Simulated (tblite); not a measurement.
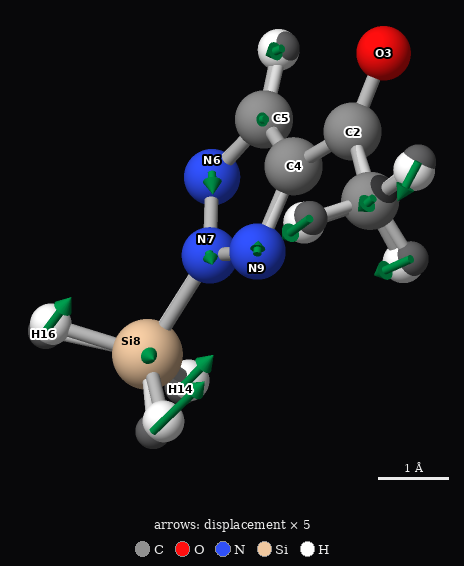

A relaxation of C4H7N3OSi. The starting structure is drawn faded, the final one solid; green arrows show the displacements, magnified 5 times. The two geometries are superimposed by the best rigid fit.

Style: ball-and-stick. Shown from a free direction.

All numbers below come from GFN2-xTB geometry optimisation, gas phase (tblite 0.8.0). 

Which element moves most?

Answer. Hydrogen: up to 0.26 Å, against 0.08 Å for carbon.

Describe the change and its energy.

Answer. The energy falls by 7.34 kcal/mol in 46 geometry steps. An H atom moves most after the best rigid fit: 0.26 Å. By element the largest moves are H 0.26 Å, C 0.08 Å, N 0.07 Å, Si 0.06 Å, O 0.01 Å. Near-neighbour distances that change, for instance: N–N 1.362 → 1.313 Å, H–Si 1.489 → 1.457 Å, C–N 1.360 → 1.330 Å, N–N 1.354 → 1.326 Å. Among the angles between lasting bonds that change: N–Si–H 111.1° → 102.8°, H–Si–H 107.5° → 114.3°, N–Si–H 111.4° → 106.0°.
